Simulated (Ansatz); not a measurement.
# CH2FNOSi (SMILES O=C=N[SiH2]F): B3LYP/cc-pVDZ

Aim: the energy change on altering one bond length of CH2FNOSi at B3LYP/cc-pVDZ, from 2 runs. 

Program for the calculation: Ansatz 0.2.0.

153 further runs of the same task are left out: 153 set aside as unsound or not needed.

## Step 1: The system as given

CH2FNOSi: 7 atoms, total charge 0, spin state singlet. SMILES: `O=C=N[SiH2]F`. The coordinates come from a PBE0-D4/def2-TZVP relaxation. This is one conformer, not always the lowest.

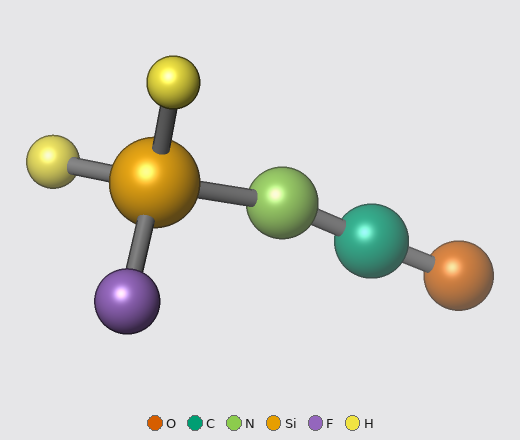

Viewed from a chosen angle; oxygen orange, carbon teal, nitrogen green, silicon amber, fluorine purple, hydrogen yellow.

## Step 2: A single-point energy at B3LYP/cc-pVDZ

Input file molecule.yaml:

```yaml
crystal:
  periodic: [false, false, false]
  atoms:
    - {symbol: O, position_ang: [-0.573800, -2.908000, -0.552000]}
    - {symbol: C, position_ang: [-0.306900, -1.816900, -0.256100]}
    - {symbol: "N", position_ang: [-0.019000, -0.706200, 0.076100]}
    - {symbol: Si, position_ang: [0.212100, 0.968300, 0.188900]}
    - {symbol: F, position_ang: [-0.420200, 1.671000, -1.091000]}
    - {symbol: H, position_ang: [-0.490300, 1.470300, 1.384800]}
    - {symbol: H, position_ang: [1.659300, 1.253600, 0.203700]}
basis:
  gaussian:
    orbitals: cc-pVDZ
output:
  orbitals: {seedname: orbitals}
accuracy: high
hamiltonian:
  xc: {name: B3LYP}
```

Run with:

```bash
ansatz run molecule.yaml --threads 1 --pin off --max-ram 3480MiB --events-out events.jsonl --progress --plain --runs-dir runs
```

The program printed:

```text
Warning: RAYON_NUM_THREADS=1 ignored (pool sized by the plan → 1); use --threads N
Functional definition: B3LYP
  name "B3LYP"
  parameter a0 = 0.2
  parameter ax = 0.72
  parameter ac = 0.81
  exchange = (1 - a0 - ax)*slater_x + ax*b88_x + a0*exact_x
  correlation = (1 - ac)*vwn_rpa_c + ac*lyp_c
1809 factors; integrals over basis functions are off by at most 3.6e-9 eV
mean field evaluation 1: about -15198.0967 eV, gradient 5.8e1 eV
mean field evaluation 2: about -15192.2925 eV, gradient 8.1e1 eV
mean field evaluation 4: about -15203.8064 eV, gradient 1.9e0 eV
mean field evaluation 8: about -15203.9880 eV, gradient 5.5e-1 eV
mean field evaluation 16: about -15203.9886 eV, gradient 1.4e-5 eV
mean field -15203.98857034 eV, -558.7362743265 hartree, gradient 4.2e-8 eV, S^2 0.000000; 0 other end points of the search recorded, 0 dependent functions left out
reference -15203.98860649 eV, -558.7362756549 hartree; 23, 23 occupied and 61, 61 virtual orbitals, 1809 factors
Total energy: -15203.98860649 eV, -558.7362756549 hartree
```

It took 6.9 s on 1 thread of Arm Neoverse V1, shared host; peak memory 0.26 GiB.

## Step 3: The distorted shape

Input file molecule.yaml:

```yaml
crystal:
  periodic: [false, false, false]
  atoms:
    - {symbol: O, position_ang: [-0.707253, -3.453564, -0.699954]}
    - {symbol: C, position_ang: [-0.306900, -1.816900, -0.256100]}
    - {symbol: N, position_ang: [-0.019000, -0.706200, 0.076100]}
    - {symbol: Si, position_ang: [0.212100, 0.968300, 0.188900]}
    - {symbol: F, position_ang: [-0.420200, 1.671000, -1.091000]}
    - {symbol: H, position_ang: [-0.490300, 1.470300, 1.384800]}
    - {symbol: H, position_ang: [1.659300, 1.253600, 0.203700]}
basis:
  gaussian:
    orbitals: cc-pVDZ
hamiltonian:
  xc: {name: B3LYP}
accuracy: high
output:
  orbitals: {seedname: orbitals}
```

Run with:

```bash
ansatz run molecule.yaml --threads 1 --pin off --max-ram 3480MiB --events-out events.jsonl --progress --plain --runs-dir runs
```

The program printed (excerpt; [...] marks lines left out):

```text
Warning: RAYON_NUM_THREADS=1 ignored (pool sized by the plan → 1); use --threads N
[... 7 set-up lines as earlier in the session ...]
1807 factors; integrals over basis functions are off by at most 3.6e-9 eV
mean field evaluation 1: about -15192.2096 eV, gradient 6.1e1 eV
mean field evaluation 2: about -15108.1118 eV, gradient 1.9e2 eV
mean field evaluation 4: about -15198.6495 eV, gradient 1.2e1 eV
mean field evaluation 8: about -15198.9588 eV, gradient 9.6e-1 eV
mean field evaluation 16: about -15199.0893 eV, gradient 3.2e-4 eV
mean field -15199.08931209 eV, -558.5562299067 hartree, gradient 7.9e-8 eV, S^2 0.000000; 0 other end points of the search recorded, 0 dependent functions left out
reference -15199.08934943 eV, -558.5562312787 hartree; 23, 23 occupied and 61, 61 virtual orbitals, 1807 factors
Total energy: -15199.08934943 eV, -558.5562312787 hartree
```

It took 8.7 s on 1 thread of Arm Neoverse V1, shared host; peak memory 0.26 GiB.

## Step 4: Summary of results

At B3LYP/cc-pVDZ:

| quantity | value |
| --- | --- |
| first shape: total energy | -558.73628 Eh |
| first shape: HOMO energy | -8.42 eV |
| first shape: LUMO energy | -0.14 eV |
| first shape: HOMO–LUMO gap | 8.28 eV |
| distorted shape: total energy | -558.55623 Eh |
| distorted shape: HOMO energy | -7.39 eV |
| distorted shape: LUMO energy | -1.97 eV |
| distorted shape: HOMO–LUMO gap | 5.42 eV |
| energy change with the O1–C2 bond stretched from 1.162 to 1.742 Å | 4.899 eV |

With the O1–C2 bond stretched from 1.162 to 1.742 Å the energy rises by 4.90 eV (113 kcal/mol). The first shape isn't relaxed at this level, so the change isn't measured from a minimum.
